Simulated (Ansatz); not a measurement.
**BH2SO (SMILES O[B]S): UB3LYP/6-31G(d) (spherical functions)**

What is the vertical doublet–quartet gap of BH2SO at UB3LYP/6-31G* (spherical functions)? 

Program for the calculation: Ansatz 0.2.0.

52 further runs of the same task are left out: 52 set aside as unsound or not needed. Runs told in other sessions of the task aren't counted.

### Step 1. Starting point

The species is BH2SO (5 atoms), meant as a doublet with charge 0. SMILES: `O[B]S`. The coordinates come from a PBE0-D4/def2-TZVP relaxation. This is a higher conformer, about 7 kJ/mol above the lowest found by a separate search.

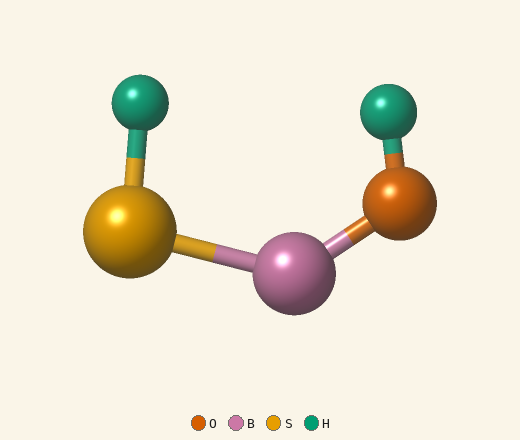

The structure, seen from a chosen angle (oxygen orange, boron pink, sulfur amber, hydrogen teal).

### Step 2. The energy at UB3LYP/6-31G(d) (spherical functions)

File job.yaml:

```yaml
crystal:
  periodic: [false, false, false]
  atoms:
    - {symbol: O, position_ang: [-1.294700, -0.054700, -0.435600]}
    - {symbol: B, position_ang: [-0.454300, 0.825600, 0.109700]}
    - {symbol: S, position_ang: [1.253800, 0.694200, 0.611100]}
    - {symbol: H, position_ang: [-0.947100, -0.940000, -0.604700]}
    - {symbol: H, position_ang: [1.492100, -0.598600, 0.278200]}
basis:
  gaussian:
    orbitals: 6-31G_st_-spherical.json
magnetization:
  spin_polarized: true
  initial_magnetization: 1
hamiltonian:
  xc: {name: B3LYP}
accuracy: high
output:
  orbitals: {seedname: orbitals}
```

The basis set 6-31G* is read from a file made from the Basis Set Exchange's data (not shown).

Command:

```sh
ansatz run job.yaml --threads 1 --pin off --max-ram 2610MiB --events-out events.jsonl --progress --plain --runs-dir runs
```

The log of the run:

```text
Warning: RAYON_NUM_THREADS=1 ignored (pool sized by the plan → 1); use --threads N
Functional definition: B3LYP
  name "B3LYP"
  parameter a0 = 0.2
  parameter ax = 0.72
  parameter ac = 0.81
  exchange = (1 - a0 - ax)*slater_x + ax*b88_x + a0*exact_x
  correlation = (1 - ac)*vwn_rpa_c + ac*lyp_c
1058 factors; integrals over basis functions are off by at most 3.5e-9 eV
mean field evaluation 1: about -13587.2411 eV, gradient 3.1e1 eV
mean field evaluation 2: about -13580.8670 eV, gradient 5.2e1 eV
mean field evaluation 4: about -13590.6883 eV, gradient 1.3e0 eV
mean field evaluation 8: about -13590.8178 eV, gradient 5.1e-2 eV
mean field evaluation 16: about -13590.8178 eV, gradient 5.3e-5 eV
mean field -13590.81784151 eV, -499.4533434882 hartree, gradient 6.2e-8 eV, S^2 0.752360; 0 other end points of the search recorded, 0 dependent functions left out
reference -13590.81787128 eV, -499.4533445822 hartree; 16, 15 occupied and 34, 35 virtual orbitals, 1058 factors
Total energy: -13590.81787128 eV, -499.4533445822 hartree
```

Wall time 4.5 s (1 thread of Arm Neoverse V2, shared host); peak memory 0.18 GiB.

### Step 3. The quartet, same level

File molecule.yaml:

```yaml
basis:
  gaussian: {orbitals: 6-31G_st_-spherical.json}
crystal:
  periodic: [false, false, false]
  atoms:
    - {symbol: O, position_ang: [-1.294700, -0.054700, -0.435600]}
    - {symbol: B, position_ang: [-0.454300, 0.825600, 0.109700]}
    - {symbol: S, position_ang: [1.253800, 0.694200, 0.611100]}
    - {symbol: H, position_ang: [-0.947100, -0.940000, -0.604700]}
    - {symbol: H, position_ang: [1.492100, -0.598600, 0.278200]}
output: {orbitals: {seedname: orbitals}}
accuracy: high
hamiltonian: {xc: {name: B3LYP}}
magnetization: {spin_polarized: true, initial_magnetization: 3}
```

The basis set 6-31G* is read from a file made from the Basis Set Exchange's data (not shown).

Command:

```sh
ansatz run molecule.yaml --threads 1 --pin off --max-ram 2610MiB --events-out events.jsonl --progress --plain --runs-dir runs
```

The log of the run, shortened:

```text
Warning: RAYON_NUM_THREADS=1 ignored (pool sized by the plan → 1); use --threads N
[... 7 set-up lines as earlier in the session ...]
1058 factors; integrals over basis functions are off by at most 3.5e-9 eV
mean field evaluation 1: about -13579.1851 eV, gradient 3.5e1 eV
mean field evaluation 2: about -13535.7200 eV, gradient 9.3e1 eV
mean field evaluation 4: about -13584.1335 eV, gradient 8.0e0 eV
mean field evaluation 8: about -13584.6391 eV, gradient 2.8e-1 eV
mean field evaluation 16: about -13584.6395 eV, gradient 2.7e-4 eV
mean field evaluation 32: about -13584.6395 eV, gradient 3.8e-5 eV
mean field evaluation 64: about -13584.6379 eV, gradient 7.3e-2 eV
mean field -13584.63945084 eV, -499.2262918189 hartree, gradient 4.1e-8 eV, S^2 3.755740; 3 other end points of the search recorded, 0 dependent functions left out
reference -13584.63948117 eV, -499.2262929337 hartree; 17, 14 occupied and 33, 36 virtual orbitals, 1058 factors
Total energy: -13584.63948117 eV, -499.2262929337 hartree
```

Wall time 14 s (1 thread of Arm Neoverse V2, shared host); peak memory 0.19 GiB.

### Step 4. Summary of results

Level: UB3LYP/6-31G* (spherical functions).

```
                                        quantity          value
                           doublet: total energy  -499.45334 Eh
     doublet: HOMO energy (highest over α and β)       -5.44 eV
      doublet: LUMO energy (lowest over α and β)       -1.48 eV
                                   doublet: ⟨S²⟩          0.752
                           quartet: total energy  -499.22629 Eh
     quartet: HOMO energy (highest over α and β)       -1.56 eV
                                   quartet: ⟨S²⟩          3.756
vertical energy of the quartet above the doublet       6.178 eV
```

At this shape the quartet lies 6.18 eV (596 kJ/mol) above the doublet.
